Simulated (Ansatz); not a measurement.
Run report: GeHF3, geometry relaxation

The run: geometry relaxation of GeHF3. Method and program: RKS PBE0/def2-SVP (Ansatz 0.2.0).

The input holds or restrains some coordinates. It belongs to a series of runs on one base structure; here: pulled along the bonds that form and break, towards end B. Figures and captions count atoms from 1; the log counts them from 0 in places.

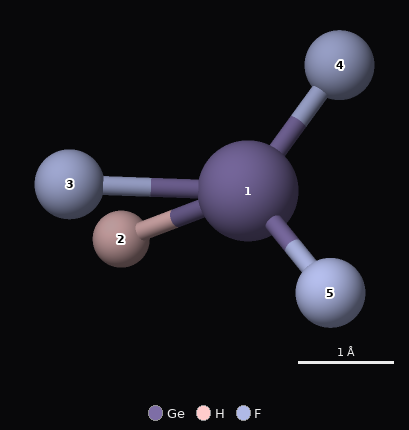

Figure 1. The structure as given in the input (ball-and-stick view, seen at a tilt; atoms are numbered from 1 in the order of the input). Sticks mark near contacts. Bond lengths as drawn: F–Ge 1.68 to 1.88 Å and Ge–H 1.75 Å.

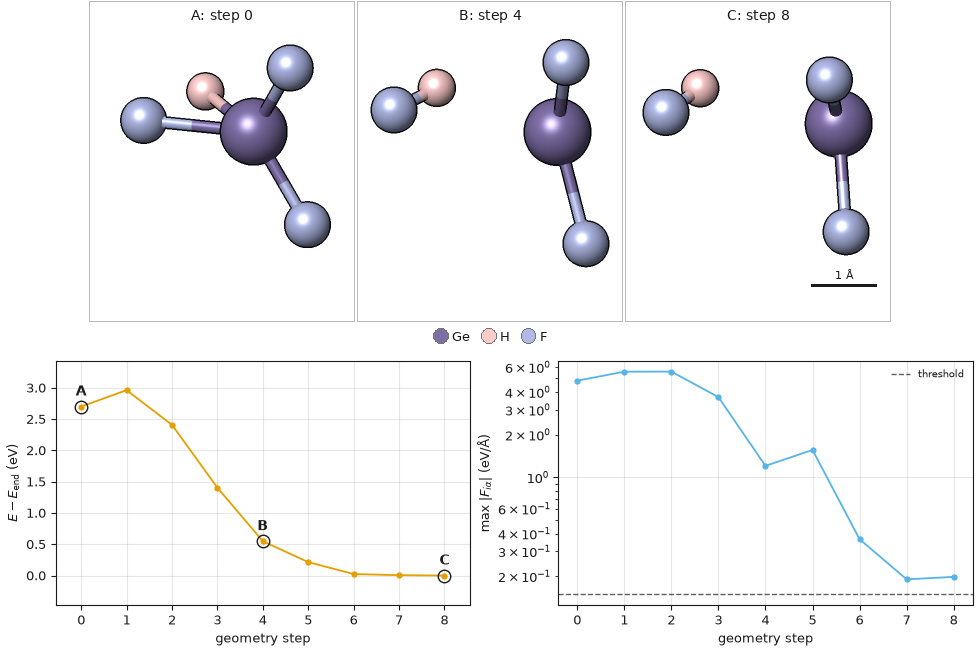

Figure 2. Frames of the restrained relaxation (ball-and-stick view, seen at a tilt) above the curves, on which the letters mark them (the first geometry is step 0 here and step 1 in the log).

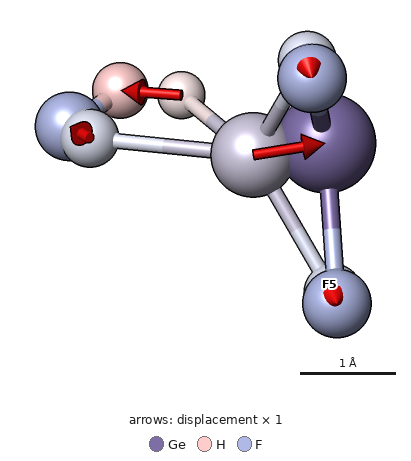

Figure 3. Start (faint) and end (solid) with the displacements as red arrows, at true length (ball-and-stick view, seen at a tilt). The two geometries are laid on each other by the best rigid fit. The largest move after the best rigid fit is that of Ge1, 0.78 Å. Largest moves by element: Ge 0.78 Å, H 0.69 Å, F 0.39 Å. Among the contacts that change: Ge1–H2 1.750 → 2.755 Å, Ge1–F3 1.880 → 2.871 Å, H2–F3 1.278 → 0.922 Å, Ge1–F4 1.679 → 1.747 Å. New bonds form: H2–F3 (1.28 → 0.92 Å). Bonds break: Ge1–F3 (1.88 → 2.87 Å), Ge1–H2 (1.75 → 2.76 Å). Among the angles that change: F4–Ge1–F5 109.5° → 98.9°. Over 8 geometry steps the energy falls by 2.700 eV. The largest force component goes from 4.8 to 0.2 eV/Å. (Atoms are counted from 1 in the order of the input.)

The input and output of the run follow.

The input
```yaml
crystal:
  periodic: [false, false, false]
  atoms:
    - { symbol: Ge, position_ang: [0.0, 0.0, 0.0] }
    - { symbol: H, position_ang: [0.9646, 0.0, 1.4601] }
    - { symbol: F, position_ang: [1.8114, 0.0, 0.5034] }
    - { symbol: F, position_ang: [-0.7913, 1.3709, -0.5594] }
    - { symbol: F, position_ang: [-0.7913, -1.3709, -0.5594] }
basis:
  gaussian: { orbitals: def2-SVP }
hamiltonian:
  xc: pbe0
relax:
  f_tol: 0.15
  max_steps: 25
  restrain:
    - { distance: [1, 2], at: 0.92, k: 30.0 }
    - { distance: [0, 1], at: 2.75, k: 30.0 }
    - { distance: [0, 2], at: 2.88, k: 30.0 }
```

Launched with:
```bash
ansatz run input.yaml --threads 2 --pin off --max-ram 3072MiB --backend cpu --events-out ev --progress --plain --runs-dir out
```

The program's output
```
The last accepted step is kept in [file] (removed where the run ends without a failure and the disk answers)
Engine: ansatz 0.2.0, aarch64-unknown-linux-gnu
Functional definition: PBE0
  parameter a = 0.25
  parameter kappa = 0.804
  parameter beta = 0.06672455060314922
  exchange = (1 - a)*pbe_x(kappa = kappa, mu = beta*pi^2/3) + a*exact_x
  correlation = pbe_c(beta = beta)
812 factors; integrals over basis functions are off by at most 3.3e-4 eV
mean field evaluation 1: about -64651.6664 eV, gradient 5.1e1 eV
mean field evaluation 2: about -64643.7725 eV, gradient 8.9e1 eV
mean field evaluation 4: about -64655.7144 eV, gradient 3.1e0 eV
mean field evaluation 8: about -64655.7437 eV, gradient 6.5e-2 eV
mean field evaluation 16: about -64655.7437 eV, gradient 1.5e-5 eV
mean field -64655.74373755 eV, -2376.0547571178 hartree, gradient 1.3e-5 eV, S^2 0.000000; 0 other end points of the search recorded, 0 dependent functions left out
the calculation of the forces begins
reference -64655.74375934 eV, -2376.0547579187 hartree; 30, 30 occupied and 49, 49 virtual orbitals, 812 factors
relax step   1: F+E_penalty+E_count = -64655.74373755 eV  Δ(F+E_penalty+E_count) = +0.000e0 eV  max|allowed force component| = 4.816e0 eV/Å  E_restraint = 31.91839536 eV  max|allowed force component, restraints' pulls added| = 4.593e1 eV/Å  Δτ_max = 0.0000 Å  (28 SCF iters, accepted)
  distance H 1 - F 2 = 1.2776 Å
  distance Ge 0 - H 1 = 1.7500 Å
  distance Ge 0 - F 2 = 1.8800 Å
these checks for a lower state are left out or cut short: starts, cluster_reference, orbital_swaps, neighbouring_geometries, increment
812 factors; integrals over basis functions are off by at most 4.7e-4 eV
mean field -64655.48172106 eV, -2376.0451281893 hartree, gradient 1.7e-5 eV, S^2 0.000000; 0 other end points of the search recorded, 0 dependent functions left out
the calculation of the forces begins
reference -64655.48174327 eV, -2376.0451290057 hartree; 30, 30 occupied and 49, 49 virtual orbitals, 812 factors
relax step   2: F+E_penalty+E_count = -64655.48172106 eV  Δ(F+E_penalty+E_count) = +2.620e-1 eV  max|allowed force component| = 5.576e0 eV/Å  E_restraint = 15.53796713 eV  max|allowed force component, restraints' pulls added| = 2.924e1 eV/Å  Δτ_max = 0.1962 Å  (36 SCF iters, accepted)
  distance H 1 - F 2 = 1.2387 Å
  distance Ge 0 - H 1 = 2.0831 Å
  distance Ge 0 - F 2 = 2.1804 Å
these checks for a lower state are left out or cut short: starts, cluster_reference, orbital_swaps, neighbouring_geometries, increment
812 factors; integrals over basis functions are off by at most 6.6e-4 eV
mean field evaluation 32: about -64656.0365 eV, gradient 1.3e-4 eV
mean field -64656.03654730 eV, -2376.0655176777 hartree, gradient 1.4e-5 eV, S^2 0.000000; 0 other end points of the search recorded, 0 dependent functions left out
the calculation of the forces begins
reference -64656.03656992 eV, -2376.0655185088 hartree; 30, 30 occupied and 49, 49 virtual orbitals, 812 factors
relax step   3: F+E_penalty+E_count = -64656.03654730 eV  Δ(F+E_penalty+E_count) = -5.548e-1 eV  max|allowed force component| = 5.581e0 eV/Å  E_restraint = 4.64159473 eV  max|allowed force component, restraints' pulls added| = 1.377e1 eV/Å  Δτ_max = 0.1948 Å  (35 SCF iters, accepted)
  distance H 1 - F 2 = 1.0786 Å
  distance Ge 0 - H 1 = 2.3783 Å
  distance Ge 0 - F 2 = 2.4977 Å
these checks for a lower state are left out or cut short: starts, cluster_reference, orbital_swaps, neighbouring_geometries, increment
812 factors; integrals over basis functions are off by at most 9.6e-4 eV
mean field -64657.04035459 eV, -2376.1024069153 hartree, gradient 1.3e-5 eV, S^2 0.000000; 0 other end points of the search recorded, 0 dependent functions left out
the calculation of the forces begins
reference -64657.04037656 eV, -2376.1024077224 hartree; 30, 30 occupied and 49, 49 virtual orbitals, 812 factors
relax step   4: F+E_penalty+E_count = -64657.04035459 eV  Δ(F+E_penalty+E_count) = -1.004e0 eV  max|allowed force component| = 3.689e0 eV/Å  E_restraint = 0.35392925 eV  max|allowed force component, restraints' pulls added| = 6.832e0 eV/Å  Δτ_max = 0.1949 Å  (36 SCF iters, accepted)
  distance H 1 - F 2 = 0.8723 Å
  distance Ge 0 - H 1 = 2.6532 Å
  distance Ge 0 - F 2 = 2.7707 Å
these checks for a lower state are left out or cut short: starts, cluster_reference, orbital_swaps, neighbouring_geometries, increment
812 factors; integrals over basis functions are off by at most 9.6e-4 eV
mean field -64657.89468041 eV, -2376.1338028100 hartree, gradient 1.5e-5 eV, S^2 0.000000; 0 other end points of the search recorded, 0 dependent functions left out
the calculation of the forces begins
reference -64657.89470128 eV, -2376.1338035768 hartree; 30, 30 occupied and 49, 49 virtual orbitals, 812 factors
relax step   5: F+E_penalty+E_count = -64657.89468041 eV  Δ(F+E_penalty+E_count) = -8.543e-1 eV  max|allowed force component| = 1.206e0 eV/Å  E_restraint = 0.02619649 eV  max|allowed force component, restraints' pulls added| = 1.506e0 eV/Å  Δτ_max = 0.1944 Å  (35 SCF iters, accepted)
  distance H 1 - F 2 = 0.9319 Å
  distance Ge 0 - H 1 = 2.7105 Å
  distance Ge 0 - F 2 = 2.8735 Å
these checks for a lower state are left out or cut short: starts, cluster_reference, orbital_swaps, neighbouring_geometries, increment
812 factors; integrals over basis functions are off by at most 9.7e-4 eV
mean field -64658.22925619 eV, -2376.1460982431 hartree, gradient 1.6e-5 eV, S^2 0.000000; 0 other end points of the search recorded, 0 dependent functions left out
the calculation of the forces begins
reference -64658.22927657 eV, -2376.1460989920 hartree; 30, 30 occupied and 49, 49 virtual orbitals, 812 factors
relax step   6: F+E_penalty+E_count = -64658.22925619 eV  Δ(F+E_penalty+E_count) = -3.346e-1 eV  max|allowed force component| = 1.562e0 eV/Å  E_restraint = 0.00478953 eV  max|allowed force component, restraints' pulls added| = 1.628e0 eV/Å  Δτ_max = 0.1951 Å  (35 SCF iters, accepted)
  distance H 1 - F 2 = 0.9364 Å
  distance Ge 0 - H 1 = 2.7455 Å
  distance Ge 0 - F 2 = 2.8746 Å
these checks for a lower state are left out or cut short: starts, cluster_reference, orbital_swaps, neighbouring_geometries, increment
812 factors; integrals over basis functions are off by at most 9.9e-4 eV
mean field evaluation 64: about -64658.4087 eV, gradient 1.7e-1 eV
mean field -64658.41916456 eV, -2376.1530772470 hartree, gradient 2.5e-5 eV, S^2 0.000000; 0 other end points of the search recorded, 0 dependent functions left out
the calculation of the forces begins
reference -64658.41918508 eV, -2376.1530780009 hartree; 30, 30 occupied and 49, 49 virtual orbitals, 812 factors
relax step   7: F+E_penalty+E_count = -64658.41916456 eV  Δ(F+E_penalty+E_count) = -1.899e-1 eV  max|allowed force component| = 3.661e-1 eV/Å  E_restraint = 0.00138637 eV  max|allowed force component, restraints' pulls added| = 3.661e-1 eV/Å  Δτ_max = 0.0990 Å  (29 SCF iters, accepted)
  distance H 1 - F 2 = 0.9234 Å
  distance Ge 0 - H 1 = 2.7569 Å
  distance Ge 0 - F 2 = 2.8743 Å
these checks for a lower state are left out or cut short: starts, cluster_reference, orbital_swaps, neighbouring_geometries, increment
812 factors; integrals over basis functions are off by at most 1.0e-3 eV
mean field -64658.43767883 eV, -2376.1537576338 hartree, gradient 2.5e-5 eV, S^2 0.000000; 0 other end points of the search recorded, 0 dependent functions left out
the calculation of the forces begins
reference -64658.43769923 eV, -2376.1537583836 hartree; 30, 30 occupied and 49, 49 virtual orbitals, 812 factors
relax step   8: F+E_penalty+E_count = -64658.43767883 eV  Δ(F+E_penalty+E_count) = -1.851e-2 eV  max|allowed force component| = 1.906e-1 eV/Å  E_restraint = 0.00110767 eV  max|allowed force component, restraints' pulls added| = 1.906e-1 eV/Å  Δτ_max = 0.0548 Å  (30 SCF iters, accepted)
  distance H 1 - F 2 = 0.9230 Å
  distance Ge 0 - H 1 = 2.7550 Å
  distance Ge 0 - F 2 = 2.8736 Å
these checks for a lower state are left out or cut short: starts, cluster_reference, orbital_swaps, neighbouring_geometries, increment
812 factors; integrals over basis functions are off by at most 1.0e-3 eV
mean field -64658.44358444 eV, -2376.1539746608 hartree, gradient 9.4e-6 eV, S^2 0.000000; 0 other end points of the search recorded, 0 dependent functions left out
the calculation of the forces begins
reference -64658.44360488 eV, -2376.1539754123 hartree; 30, 30 occupied and 49, 49 virtual orbitals, 812 factors
relax step   9: F+E_penalty+E_count = -64658.44358444 eV  Δ(F+E_penalty+E_count) = -5.906e-3 eV  max|allowed force component| = 1.985e-1 eV/Å  E_restraint = 0.00177479 eV  max|allowed force component, restraints' pulls added| = 8.858e-2 eV/Å  Δτ_max = 0.0353 Å  (29 SCF iters, accepted)
  distance H 1 - F 2 = 0.9221 Å
  distance Ge 0 - H 1 = 2.7551 Å
  distance Ge 0 - F 2 = 2.8706 Å
812 factors; integrals over basis functions are off by at most 1.0e-3 eV
mean field evaluation 96: about -64658.4436 eV, gradient 3.4e-3 eV
mean field -64658.44358444 eV, -2376.1539746608 hartree, gradient 9.4e-6 eV, S^2 0.000000; 1 other end points of the search recorded, 0 dependent functions left out
the calculation of the forces begins
reference -64658.44360488 eV, -2376.1539754123 hartree; 30, 30 occupied and 49, 49 virtual orbitals, 812 factors
Total energy: -64658.44360488 eV, -2376.1539754123 hartree
Atom 0 at    -0.746086     0.000011     0.212351 Å, force     0.060498     0.000200     0.070457 eV/Å
Atom 1 at     1.612296    -0.000165     1.636582 Å, force     0.083973    -0.000029     0.198539 eV/Å
Atom 2 at     2.057511     0.000179     0.829028 Å, force    -0.177519    -0.000010    -0.180469 eV/Å
Atom 3 at    -0.865115     1.327735    -0.916666 Å, force     0.016510    -0.069772    -0.044187 eV/Å
Atom 4 at    -0.865205    -1.327759    -0.916595 Å, force     0.016538     0.069610    -0.044341 eV/Å
Dipole moment:    -0.013107    -0.000112     0.784424 e Å
```

Trajectory as extended XYZ (Å, eV, eV/Å), 9 frames, from step=1 to step=9
```
5
Properties=species:S:1:pos:R:3:forces:R:3 step=1 energy=-64655.74374
Ge    0.0000    0.0000    0.0000   -0.4938   0.0000   4.8162
H     0.9646    0.0000    1.4601   -1.2880   0.0000  -0.3498
F     1.8114    0.0000    0.5034    3.0075   0.0000  -1.1057
F    -0.7913    1.3709   -0.5594   -0.6128   1.5280  -1.6803
F    -0.7913   -1.3709   -0.5594   -0.6128  -1.5280  -1.6803
5
Properties=species:S:1:pos:R:3:forces:R:3 step=2 energy=-64655.48172
Ge   -0.1686    0.0000   -0.1004    2.9530   0.0000   5.5765
H     1.1099    0.0000    1.5442    1.9321   0.0000  -3.5989
F     1.8996    0.0000    0.5899   -0.6112   0.0000   3.0009
F    -0.8238    1.4100   -0.5945   -2.1369   3.6475  -2.4893
F    -0.8238   -1.4100   -0.5945   -2.1369  -3.6475  -2.4893
5
Properties=species:S:1:pos:R:3:forces:R:3 step=3 energy=-64656.03655
Ge   -0.3417    0.0000   -0.1897    4.4594   0.0000   5.5805
H     1.2752    0.0000    1.5544    3.0030   0.0000  -3.8022
F     1.9781    0.0000    0.7362   -1.9315   0.0000   3.9128
F    -0.8591    1.4625   -0.6281   -2.7654   5.0868  -2.8455
F    -0.8591   -1.4625   -0.6281   -2.7654  -5.0868  -2.8455
5
Properties=species:S:1:pos:R:3:forces:R:3 step=4 energy=-64657.04035
Ge   -0.4883    0.0000   -0.2323    2.5721   0.0000   3.6885
H     1.4701    0.0000    1.5577   -2.4394   0.0000   2.7910
F     2.0413    0.0000    0.8983    2.9027   0.0000  -2.6815
F    -0.9149    1.5622   -0.6895   -1.5177   2.4277  -1.8990
F    -0.9149   -1.5622   -0.6895   -1.5177  -2.4277  -1.8990
5
Properties=species:S:1:pos:R:3:forces:R:3 step=5 energy=-64657.89468
Ge   -0.5714    0.0000   -0.0565    0.0063   0.0000   0.6696
H     1.5485    0.0000    1.6326    0.3539   0.0000  -0.3010
F     2.1352    0.0000    0.9085   -0.2478   0.0000   0.3036
F    -0.9594    1.5854   -0.8200   -0.0562  -1.2061  -0.3361
F    -0.9594   -1.5854   -0.8200   -0.0562   1.2061  -0.3361
5
Properties=species:S:1:pos:R:3:forces:R:3 step=6 energy=-64658.22926
Ge   -0.6333    0.0000    0.1285   -0.5901   0.0000  -1.5084
H     1.6301    0.0000    1.6824    0.5000   0.0000  -0.5065
F     2.1371    0.0000    0.8951   -0.5145   0.0000   0.5044
F    -0.9703    1.4458   -0.9307    0.3023  -1.5621   0.7552
F    -0.9703   -1.4458   -0.9307    0.3023   1.5621   0.7552
5
Properties=species:S:1:pos:R:3:forces:R:3 step=7 energy=-64658.41916
Ge   -0.6746    0.0000    0.1624   -0.1113   0.0000  -0.1592
H     1.6342    0.0000    1.6690    0.0880   0.0000   0.1113
F     2.1093    0.0000    0.8773   -0.1222   0.0000  -0.1176
F    -0.9378    1.3522   -0.9320    0.0727  -0.3661   0.0827
F    -0.9378   -1.3522   -0.9320    0.0727   0.3661   0.0827
5
Properties=species:S:1:pos:R:3:forces:R:3 step=8 energy=-64658.43768
Ge   -0.7162    0.0000    0.1980   -0.0154   0.0000  -0.1325
H     1.6239    0.0000    1.6518    0.0955   0.0000   0.1481
F     2.0823    0.0000    0.8508   -0.1680   0.0000  -0.1407
F    -0.8983    1.3312   -0.9280    0.0439  -0.1906   0.0625
F    -0.8983   -1.3312   -0.9280    0.0439   0.1906   0.0625
5
Properties=species:S:1:pos:R:3:forces:R:3 step=9 energy=-64658.44358
Ge   -0.7461    0.0000    0.2124    0.0605   0.0002   0.0705
H     1.6123   -0.0002    1.6366    0.0840   0.0000   0.1985
F     2.0575    0.0002    0.8290   -0.1775   0.0000  -0.1805
F    -0.8651    1.3277   -0.9167    0.0165  -0.0698  -0.0442
F    -0.8652   -1.3278   -0.9166    0.0165   0.0696  -0.0443
```

Results in brief

| quantity | value |
| --- | --- |
| outcome | converged under the restraints of the input |
| total energy | −64658.4436 eV |
| mean-field energy | −64658.4436 eV |
| largest force (length of the vector) at the end, held atoms and coordinates included | 0.253 eV/Å |
| hardware | 2 threads of Arm Neoverse V2, 24 GiB of memory available, shared host |
| wall time | 12 s (CPU time 22 s) |
| peak memory | 0.15 GiB |
